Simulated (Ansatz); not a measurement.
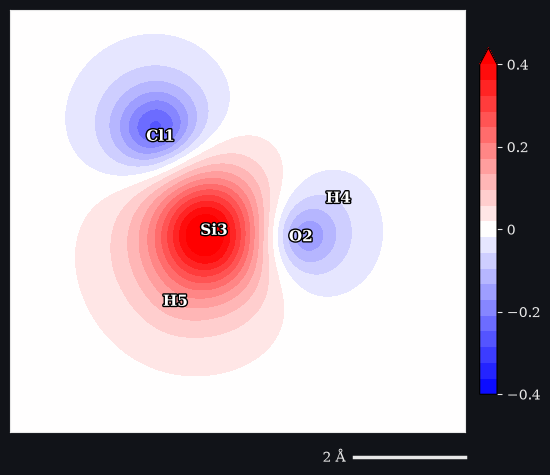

ClH₂OSi (SMILES O[SiH+]Cl) (charge +1). The LUMO on a plane 0.8 Å above the molecular plane (values in Å⁻³ᐟ²; the overall sign is arbitrary).

Geometry: r2SCAN-D4/def2-TZVP.

These are results of Ansatz 0.2.0, isolated molecule in a Gaussian basis; Kohn-Sham density functional theory, functional PBE0, not measurements.

Input file:

```
crystal:
  periodic: [false, false, false]
  atoms:
    - {symbol: Cl, position_ang: [0.675441, 2.732020, -1.486388]}
    - {symbol: O, position_ang: [-0.503213, 3.898224, 1.143500]}
    - {symbol: Si, position_ang: [-0.552750, 3.808852, -0.419464]}
    - {symbol: H, position_ang: [0.093685, 3.469595, 1.773625]}
    - {symbol: H, position_ang: [-1.607016, 4.606366, -1.038246]}
basis:
  gaussian: {orbitals: def2-TZVPD}
total_charge: 1
hamiltonian: {xc: {name: PBE0}}
output: {forces: true, orbitals: {seedname: orbitals}}
```

Run with:

```sh
ansatz run input.yaml --threads 2 --pin off --max-ram 4350MiB --events-out events.jsonl --progress --plain --runs-dir runs
```

Question: Describe this orbital and give its energy.

Answer: It lies mainly on Si3 (about 65 %), Cl1 (about 15 %), O2 (about 10 %) and H5 (about 5 %); it changes sign across the molecular plane (π type). Its energy is −8.22 eV.
